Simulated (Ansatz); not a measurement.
**YP (model cell, started as zinc blende): from the cell to its phonons**

Wanted: vibrations and spectra of YP (model cell, started as zinc blende); the cell is already relaxed. After the zone centre comes a 4×4×4 q mesh on a 8×8×8 k mesh.

Method: DFT PBEsol, scalar-relativistic, plane waves, norm-conserving pseudopotentials, in Ansatz 0.2.0.

The structure was built from a prototype and need not be the compound's stable phase.

### 1. The starting structure

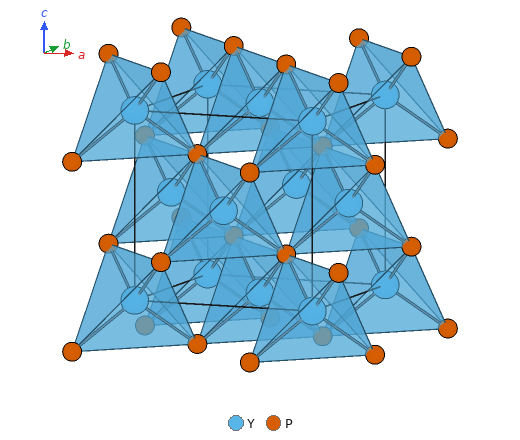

The starting structure, seen slightly off an axis (yttrium blue, phosphorus orange). This picture shows the conventional cell, with its axes. Some periodic images of atoms are drawn too.

Structure file:

```cif
data_structure
_symmetry_space_group_name_H-M 'F-43m'
_symmetry_Int_Tables_number 216
_cell_length_a 6.2228
_cell_length_b 6.2228
_cell_length_c 6.2228
_cell_angle_alpha 90.000
_cell_angle_beta 90.000
_cell_angle_gamma 90.000
_cell_volume 240.96
loop_
_atom_site_label
_atom_site_type_symbol
_atom_site_symmetry_multiplicity
_atom_site_Wyckoff_symbol
_atom_site_fract_x
_atom_site_fract_y
_atom_site_fract_z
_atom_site_occupancy
Y1 Y 4 a 0.00000 0.00000 0.00000 1
P1 P 4 d 0.25000 0.25000 0.75000 1
```

### 2. Zone-centre response

The cell comes from relaxations at this level that are not shown. The zone centre comes first: it holds the modes that light can see, as far as symmetry allows. The response to a homogeneous field gives the Born charges and the dielectric tensor, and its change with displacement the Raman tensors.

Input file input.yaml:

```yaml
crystal:
  lattice:
    - [0.0, 3.1113865212, 3.1113865212]
    - [3.1113865212, 0.0, 3.1113865212]
    - [3.1113865212, 3.1113865212, 0.0]
  atoms:
    - { symbol: "Y", position: [0.0, 0.0, 0.0] }
    - { symbol: P, position: [0.25, 0.25, 0.25] }
kpoints:
  mp_grid: { grid: [8, 8, 8] }
hamiltonian:
  xc: pbesol
  pseudopotentials: { kind: nc }
scf:
  occupations: { method: fixed }
output:
  eigenvalues: true
phonons:
  method: dfpt
  dielectric: true
  rigid_motions: translations
  raman: true
```

On the command line:

```console
$ ansatz run input.yaml --threads 4 --pin off --max-ram 7168MiB --backend cpu --events-out ev --progress --plain --runs-dir out
```

Numbers of over 12 decimals in the logs are rounded to 6 here.

What it wrote:

```text
Engine: ansatz 0.2.0, aarch64-unknown-linux-gnu
Pseudopotentials: kind: nc
Pseudopotential: Y, nc, valence charge 11, recommended cutoff 979.609905 eV (normal), Y.nc.azcp (PseudoDojo's, or run here from an input of PseudoDojo's: the run reads no file of this project's for it)
Pseudopotential: P, nc, valence charge 5, recommended cutoff 598.650497 eV (normal), P.nc.azcp (PseudoDojo's, or run here from an input of PseudoDojo's: the run reads no file of this project's for it)
Functional definition: PBEsol
  exchange = pbesol_x
  correlation = pbesol_c
Crystal: 2 atoms, lattice volume = 60.241 Å³
Basis set: ecut = 979.609905 eV, 4279 PW (Γ), exchange–correlation on 90×90×90 points (8 copies of the dense FFT grid, shifted against one another)
Bands: 12, of which v1, the nominal top of the filled ones, is band 8 counted from 1 (7 counted from 0)
Symmetry: 24 space group operations
k-points: 95 of 512 (irreducible under 4 space group operations, time reversal used)
Non-local potential: Y, projectors of the file, l = 0: 2, l = 1: 2, l = 2: 2
Non-local potential: P, projectors of the file, l = 0: 2, l = 1: 2, l = 2: 2
Initial density: superposition of atomic densities (chi_scale 0.1, normalization cell, long waves kept (reshape's long-wave potential 0.00 eV rms))
Initial wavefunctions: pseudopotential atomic-orbital guess
Functional: x = pbesol(κ = 0.804, μ = 0.123457), c = pbesol(β = 0.046)
SCF iter   1: F=—  HF=-1300.531961 eV  |F-HF|=—  |Δ(HF+E_count)|=         —  Δρ=3.44e-2  dr2=1.41e0  ethr=3.10e-3  ⟨swp⟩=5.0  Hψ=6555  notcnv=0  defer=180
preconditioner: auto → none  [insulator: Δε(μ)=2.204 eV  Ē_g=6.996 eV  n_scr=14 (ndim 8)  ℏωp=13.5 eV  f_vac=0.000  ε∞_Penn≈4.7]
SCF iter   2: F=—  HF=-1300.183291 eV  |F-HF|=—  |Δ(HF+E_count)|=   3.49e-1  Δρ=1.58e-2  dr2=1.54e-1  ethr=3.10e-3  ⟨swp⟩=3.0  Hψ=2718  notcnv=0  defer=172
SCF iter   3: F=—  HF=-1300.154030 eV  |F-HF|=—  |Δ(HF+E_count)|=   2.93e-2  Δρ=6.39e-3  dr2=2.61e-2  ethr=9.64e-4  ⟨swp⟩=2.9  Hψ=1807  notcnv=0  defer=187
SCF iter   4: F=—  HF=-1300.153601 eV  |F-HF|=—  |Δ(HF+E_count)|=   4.28e-4  Δρ=2.89e-3  dr2=5.41e-3  ethr=1.63e-4  ⟨swp⟩=2.1  Hψ=1343  notcnv=0  defer=187
SCF iter   5: F=—  HF=-1300.153498 eV  |F-HF|=—  |Δ(HF+E_count)|=   1.03e-4  Δρ=6.24e-4  dr2=2.60e-4  ethr=3.38e-5  ⟨swp⟩=2.7  Hψ=1609  notcnv=0  defer=187
SCF iter   6: F=—  HF=-1300.153523 eV  |F-HF|=—  |Δ(HF+E_count)|=   2.42e-5  Δρ=7.53e-5  dr2=3.50e-6  ethr=1.62e-6  ⟨swp⟩=2.2  Hψ=1522  notcnv=0  defer=187
SCF iter   7: F=—  HF=-1300.153528 eV  |F-HF|=—  |Δ(HF+E_count)|=   5.31e-6  Δρ=1.04e-5  dr2=2.72e-8  ethr=2.19e-8  ⟨swp⟩=2.2  Hψ=1882  notcnv=0  defer=56
SCF iter   8: F=—  HF=-1300.153488 eV  |F-HF|=—  |Δ(HF+E_count)|=   4.00e-5  Δρ=1.21e-6  dr2=3.69e-10  ethr=1.70e-10  ⟨swp⟩=2.8  Hψ=1855  notcnv=0  defer=1
SCF iter   9: F=-1300.153488 eV  HF=-1300.153488 eV  |F-HF|=3.18e-12  |Δ(HF+E_count)|=  2.00e-11  Δρ=1.18e-7  dr2=5.07e-12  ethr=1.00e-12  ⟨swp⟩=9.8  Hψ=8549  notcnv=0
SCF 1 converged in 9 iterations: F = -1300.153488 eV  dr2 = 5.07e-12
DFPT response loops at Γ: preconditioner auto → none (the input reference at scf.mixing.eps_inf says where Resta's filter doesn't serve); β = 0.50; Broyden in place of MSR1
── the response to a field inside a basis, on 10×10×10 k-points: an SCF that follows is theirs, and a resumed run solves both again ──
Bands: 9, of which v1, the nominal top of the filled ones, is band 8 counted from 1 (7 counted from 0)
k-points: 110
Initial density: handed on by an earlier stage of this run
Initial wavefunctions: pseudopotential atomic-orbital guess (no wavefunctions were taken with the density)
Eigensolver: Dense (110 Hₖ)
SCF iter   1: F=—  HF=-1300.152234 eV  |F-HF|=—  |Δ(HF+E_count)|=         —  Δρ=4.45e-5  dr2=1.53e-7  ethr=1.00e-1
preconditioner: auto → none  [insulator: Δε(μ)=1.538 eV  Ē_g=5.058 eV  n_scr=14 (ndim 8)  ℏωp=13.5 eV  f_vac=0.000  ε∞_Penn≈8.2]
SCF iter   2: F=—  HF=-1300.152235 eV  |F-HF|=—  |Δ(HF+E_count)|=   4.54e-7  Δρ=2.22e-5  dr2=3.70e-8  ethr=9.55e-10
SCF iter   3: F=—  HF=-1300.152235 eV  |F-HF|=—  |Δ(HF+E_count)|=   1.62e-7  Δρ=2.89e-6  dr2=9.18e-9  ethr=2.31e-10
SCF iter   4: F=-1300.152235 eV  HF=-1300.152235 eV  |F-HF|=4.57e-11  |Δ(HF+E_count)|=   1.99e-9  Δρ=4.47e-7  dr2=6.19e-11  ethr=5.74e-11
SCF 1 converged in 4 iterations: F = -1300.152235 eV  dr2 = 6.19e-11
DFPT response loops at Γ: mixed as the last ones told, above
DFPT response loops at Γ: mixed as the last ones told, above
SCF converged after 9 iterations
Free energy (F): -1300.153488 eV
Harris-Foulkes:  -1300.153488 eV  (|F-HF|=3.18e-12)
Internal energy: -1300.153488 eV  (E = F + TS)
E sigma→0 (E₀):  -1300.153488 eV
Fermi energy:    5.385268 eV
--- Per-component energies (eV) ---
  E_band       = -146.836841
  E_kinetic    = 381.367046
  E_local      = -936.418742  (includes V_loc(G=0)·N_el)
  E_nonlocal   = 144.436061
  E_hartree    = 257.639453
  E_xc         = -270.621794
  E_vxc        = -251.500138  (∫ρ·V_xc dr)
  E_ewald      = -876.555512
  E_smearing   = -0.000000  (= −TS)
  E_closure    = -0.000000  (closes the sum)
  Σ components = -1300.153488   (vs F -1300.153488, Δ=0.00e0)
--- Band table (eV; the first three rows and the last of 95) ---
  k-point 0: bands = [... 4 lower, -3.2486, 4.5060, 4.5060, 4.5060, 8.3134, 8.7703, 8.7703, 12.4066]
  k-point 1: bands = [... 4 lower, -3.1510, 4.2549, 4.5651, 4.5651, 8.6708, 8.6708, 8.8488, 12.0415]
  k-point 2: bands = [... 4 lower, -2.9118, 3.8594, 4.6939, 4.6939, 8.6115, 8.6115, 9.7050, 11.3013]
  k-point 94: bands = [... 4 lower, -2.3404, 4.0320, 4.2842, 5.3515, 6.9380, 8.5791, 9.6975, 10.3039]
--- Phonons (Γ-DFPT): 2 representative perturbations + reference, on 95 of 512 k-points (Σ response iterations 6) ---
  k mesh reduced under 4 symmetry operations, with k and −k counted as one. Each operation leaves every solved perturbation unchanged. A smaller set is not considered because the run solves the response to a homogeneous field
  ASR residual: 6.293e-5 → 0.000e0 eV/Å²; symmetrization residual: 4.941e-7 eV/Å²
  ASR residual per site (eV/Å²): 6.29e-5 2.83e-7
  Γ frequencies (cm⁻¹): 0.00 0.00 0.00 281.70 281.70 281.70
  ε∞ (high-frequency dielectric tensor):
        7.331282     0.000000    -0.000000
        0.000000     7.331282    -0.000000
       -0.000000    -0.000000     7.331282
  ε⁰ (static dielectric tensor: ions relaxed, cell fixed):
       11.041512     0.000000    -0.000000
        0.000000    11.041512     0.000000
       -0.000000     0.000000    11.041512
  ε⁰ − ε∞ (ionic part):
        3.710230     0.000000    -0.000000
        0.000000     3.710230     0.000000
       -0.000000     0.000000     3.710230
  softest optical mode at Γ: 281.70 cm⁻¹; the repairs (sum rule, projections) moved no ω² at Γ by more than (0.47 cm⁻¹)²
  Born effective charges Z* (e; rows j = field, columns β = displacement):
    site 0:
         2.87749    0.00000   -0.00000
        -0.00000    2.87749    0.00000
        -0.00000    0.00000    2.87749
    site 1:
        -2.87749   -0.00000    0.00000
         0.00000   -2.87749   -0.00000
         0.00000   -0.00000   -2.87749
  Z* charge neutrality: 8.708e-4 e pre-enforcement
  solved inside a basis spanned on kpoints, on 10×10×10 k-points transformed towards the longest dipole: ε∞ is read to err by 2.0e-2, Z* by 1.2e-2 e (field_mesh: kpoints solves on kpoints); Z* is corrected for what the basis lacks
  Raman tensors (in the event stream and the table raman_tensors.tsv): an entry may err by 1.1e-2 Å², one of the second-order susceptibility by 1.8e-1 pm/V (basis, points and sum rule); their sum over the sites missed zero by 1.765e-4 Å² ahead of its enforcement
  optical modes at Γ without the LO–TO term, one row a degenerate level:
      ω (cm⁻¹)  modes    IR ((D/Å)²/amu)  static Raman (Å⁴/amu)  depolarisation
        281.70      3            24.9478                16.1043           0.750
  optical modes at Γ + LO–TO along q̂ = [1.0000, 0.0000, 0.0000]:
      ω (cm⁻¹)  modes    IR ((D/Å)²/amu)  static Raman (Å⁴/amu)  depolarisation
        281.70      2            16.6319                10.7362           0.750
        345.71      1             8.3159                 4.6120           0.750
  optical modes at Γ + LO–TO along q̂ = [0.0000, 1.0000, 0.0000]:
      ω (cm⁻¹)  modes    IR ((D/Å)²/amu)  static Raman (Å⁴/amu)  depolarisation
        281.70      2            16.6319                10.7362           0.750
        345.71      1             8.3159                 4.6120           0.750
  optical modes at Γ + LO–TO along q̂ = [0.0000, 0.0000, 1.0000]:
      ω (cm⁻¹)  modes    IR ((D/Å)²/amu)  static Raman (Å⁴/amu)  depolarisation
        281.70      2            16.6319                10.7362           0.750
        345.71      1             8.3159                 4.6120           0.750
```

The job ended after 2.3 min (4 threads of Arm Neoverse V1, shared host; peak memory 1.4 GiB).

Numbers from this step:

* gap on the k-mesh: 1.516 eV
* volume per atom: 30.12 Å³
* sum-rule residual before enforcement: 6.29e-5 eV/Å²
* miss of the charge sum rule: 8.71e-4 e
* estimated error of the dielectric tensor: 0.01957
* estimated error of the Born charges: 0.01220 e
* point group: -43m
* highest optical mode at the zone centre (no LO-TO term): 281.7 cm⁻¹
* lowest optical zone-centre mode: 281.7 cm⁻¹
* mean high-frequency dielectric constant: 7.331
* largest Born charge (third of the trace): 2.877 e
* mean static dielectric constant: 11.04
* top of the zone-centre spectrum with the field: 345.7 cm⁻¹

Without the LO-TO term. Patterns of degenerate modes are one choice out of their space. The modes at Γ (shares of kinetic energy by element, %):

```
mode  frequency (cm⁻¹)  symmetry  Y %  P %
   1               0.0  acoustic   74   26
   2               0.0  acoustic   74   26
   3               0.0  acoustic   74   26
   4             281.7        T2   26   74
   5             281.7        T2   26   74
   6             281.7        T2   26   74
```

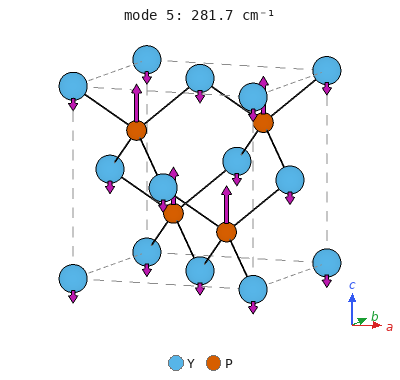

Displacement patterns of mode 5 at Γ; arrows are exaggerated. Bonds to atoms that aren't drawn are left out. Some periodic images of atoms are drawn too.

Optical modes at the zone centre, without and with the macroscopic field of the longitudinal modes; each column is sorted by frequency, so a row need not hold one and the same mode. Modes with and without the field, by row:

```
rank among optical modes  no field (cm⁻¹)  q along (1, 0, 0) (cm⁻¹)
                       1            281.7                     281.7
                       2            281.7                     281.7
                       3            281.7                     345.7
```

Born charge (rows field, columns displacement) (e), principal values of the symmetric part by kind of site:

| atom | atoms with these values | low | middle | high | mean |
| --- | --- | --- | --- | --- | --- |
| Y1 | 1 | 2.88 | 2.88 | 2.88 | 2.88 |
| P2 | 1 | -2.88 | -2.88 | -2.88 | -2.88 |

In full for Y1:

```
2.88 0.00 0.00
0.00 2.88 0.00
0.00 0.00 2.88
```

High-frequency dielectric tensor:

```
7.33 0.00 0.00
0.00 7.33 0.00
0.00 0.00 7.33
```

Static dielectric tensor (ions relaxed, fixed cell):

```
11.04  0.00  0.00
 0.00 11.04  0.00
 0.00  0.00 11.04
```

Transverse modes. Infrared lines, with heights relative to the strongest:

```csv
position (cm⁻¹),label,relative intensity
282,T2,100
```

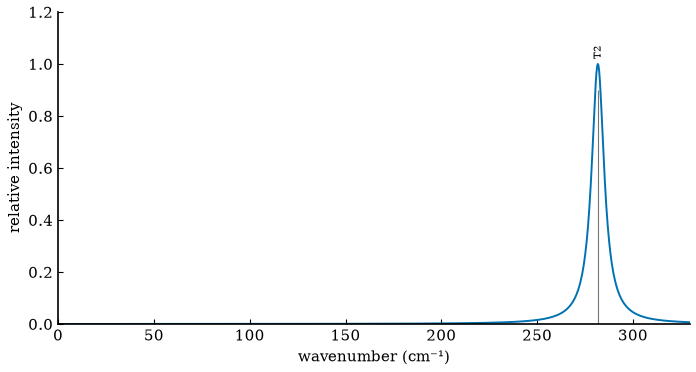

The infrared spectrum, broadened with Lorentzians of width 8 cm⁻¹; bars mark the lines.

Activity x (w_L - w)^4 (n + 1)/w, 532 nm, 300 K; the tensors are static ones, while 532 nm light lies above the computed direct gap, where resonance would change the heights; modes without the macroscopic field alone. Lines of the Raman spectrum (strongest = 100):

```
position (cm⁻¹)  label  relative intensity
            282     T2                 100
```

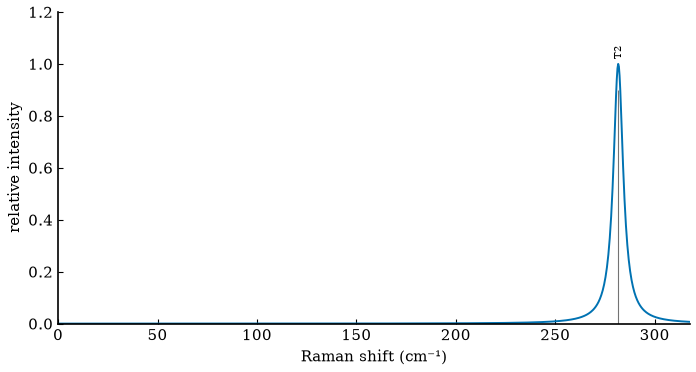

The Raman spectrum, broadened with Lorentzians of width 6 cm⁻¹; bars mark the lines.

Static second-order susceptibility (pm/V), twice the coefficient d of second-harmonic generation. Second order susceptibility, by row:

```csv
field along,xx,yy,zz,yz,xz,xy
x,0,0,0,41.31,0,0
y,0,0,0,0,41.31,0
z,0,0,0,0,0,41.31
```

Before it was imposed, the acoustic sum rule was missed by 6.3e-5 eV/Å² and the charge sum rule by 8.7e-4 e. Small misses are needed for a sound result but don't prove that mesh and cutoff are converged. The lowest optical mode is real, 282 cm⁻¹.

(Part 1 of 2 ends here.)

[Logs are printed without paths, hosts, clocks, repeated set-up lines and the standing remarks that a program may print on its own settings, such as how far it seeks lower states.]

[Hosts, paths, dates, database ids (printed as entryN), source tags and the programs' standing remarks are cut or masked in the printed files.]
